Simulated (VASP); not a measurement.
Band structure of CaSe (space group P6_3mc). Method: PBE GGA, VASP's PBE PAW potentials (set 64) (plane waves; VASP 6.6.1).

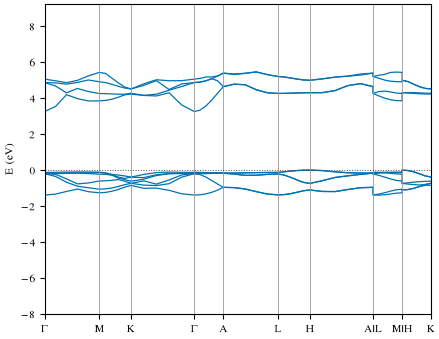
*Bands along high-symmetry lines, zero at the valence-band maximum or, without a gap, the Fermi level*

Question: Read the plot: is there a gap, and where are the band edges?

Answer: The gap is indirect, 3.25 eV, from the valence maximum at H to the conduction minimum at Γ.

The structure was generated: CaSe was put into an ordered model structure, which need not be its known phase. The cell was not relaxed at this level.
